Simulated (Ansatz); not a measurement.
System: Ir3Ru2.

The calculation's input:

```
crystal:
  lattice:
    - [2.739305653, 0.0, 0.0]
    - [-1.3696528265, 2.3723082842, 0.0]
    - [0.0, 0.0, 21.9020271292]
  atoms:
    - { symbol: Ru, position: [0.3333333333, 0.6666666667, 0.8994970725] }
    - { symbol: Ru, position: [0.3333333333, 0.6666666667, 0.1005029275] }
    - { symbol: Ru, position: [0.6666666667, 0.3333333333, 0.1962643418] }
    - { symbol: Ru, position: [0.6666666667, 0.3333333333, 0.8037356582] }
    - { symbol: Ir, position: [0.3333333333, 0.6666666667, 0.2953310867] }
    - { symbol: Ir, position: [0.3333333333, 0.6666666667, 0.5] }
    - { symbol: Ir, position: [0.3333333333, 0.6666666667, 0.7046689133] }
    - { symbol: Ir, position: [0.6666666667, 0.3333333333, 0.0] }
    - { symbol: Ir, position: [0.6666666667, 0.3333333333, 0.397969527] }
    - { symbol: Ir, position: [0.6666666667, 0.3333333333, 0.602030473] }
basis:
  ecutwfc: 500
kpoints:
  mp_grid: { grid: [18, 18, 2] }
  band_path:
    path:
      - [[0.0, 0.0, 0.0], [0.5, 0.0, 0.0], [0.33333333, 0.33333333, 0.0], [0.0, 0.0, 0.0], [0.0, 0.0, 0.5], [0.5, 0.0, 0.5], [0.33333333, 0.33333333, 0.5], [0.0, 0.0, 0.5]]
      - [[0.5, 0.0, 0.5], [0.5, 0.0, 0.0]]
      - [[0.33333333, 0.33333333, 0.5], [0.33333333, 0.33333333, 0.0]]
    npoints: 14
hamiltonian:
  xc: r2scan
scf:
  occupations: { method: gaussian, width: 0.1 }
  n_extra_bands: 25
output:
  forces: true
  stress: true
  eigenvalues: true
  populations: true
  dos: { projected: true, de: 0.02, nscf_kmesh: { grid: [22, 22, 3] } }
  bader: true
  write_density: true
  write_potential: true
  elf: true
  volumetric_format: npy
```

Command:

```sh
ansatz run input.yaml --threads 4 --pin off --max-ram 8192MiB --backend cpu --events-out ev --progress --plain --runs-dir out
```

Below, planes, directions and counts refer to the conventional cell (a = 2.74 Å, b = 2.74 Å, c = 21.90 Å, α = 90.00°, β = 90.00°, γ = 120.00°).

Space group P-6m2; a structure generated by program, which may or may not match a known phase; computed pressure about −7 GPa in this cell; computed without spin polarisation.

Computed with Ansatz 0.2.0, DFT r2SCAN, scalar-relativistic, plane waves, PAW.

> What can the converged valence pseudo-density and electron localisation function tell about the bonding?

Ir–Ir (2.74 Å): ρ at the midpoint is about 0.43 e/Å³; the ELF is about 0.35 at the midpoint; no shared electron pair shows on this line.
Ru–Ru (2.74 Å): ρ at the midpoint is about 0.37 e/Å³; the ELF is about 0.30 at the midpoint.
Bader's partition of the density gives Ru +0.12 and Ir −0.23 to 0.00 e.

> Which way does charge flow, and how much by Bader's partition?

Electrons move from Ru towards Ir. Bader charges: Ru +0.12 and Ir −0.23 to 0.00 e.

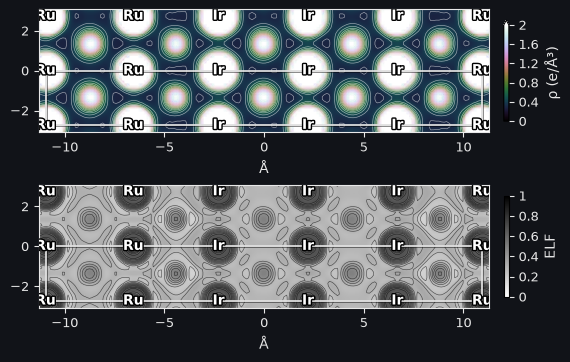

Computed valence pseudo-density and electron localisation function on the (11̄0) plane of the conventional cell, in this order. Atoms just off the plane (Ru, 0.8 Å away and Ir, 0.8 Å away) can leave unmarked features too.

In a PAW calculation such maps are meaningful between the atoms, not at the nuclei.
